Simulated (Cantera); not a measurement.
Charge: 1 mol Si, a varied amount of Cl₂, 0.31 mol H₂, held at 250 °C and 1.10 bar.

Equilibrium computed with Cantera from the NASA thermochemical tables; the gas is ideal and each condensed phase is pure. Candidate condensed phases: Si; 19 gas species. The numbers say what is thermodynamically allowed, not how fast it happens.

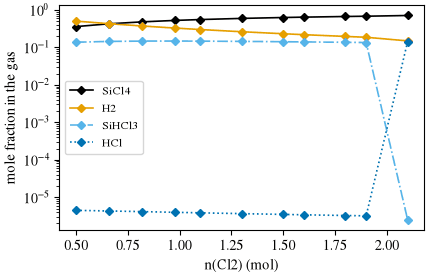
*Equilibrium gas composition (values under 1e-9 drawn at 1e-9)*

From 0.5 mol Cl₂ to 1.9 mol Cl₂ the condensed part is Si(s). At 2.1 mol Cl₂ nothing is condensed. The main Si-bearing gas is SiCl₄ throughout. The share of Si in condensed phases is highest at 0.5 mol Cl₂ (73.1 %) and lowest at 2.1 mol Cl₂ (0.0 %).
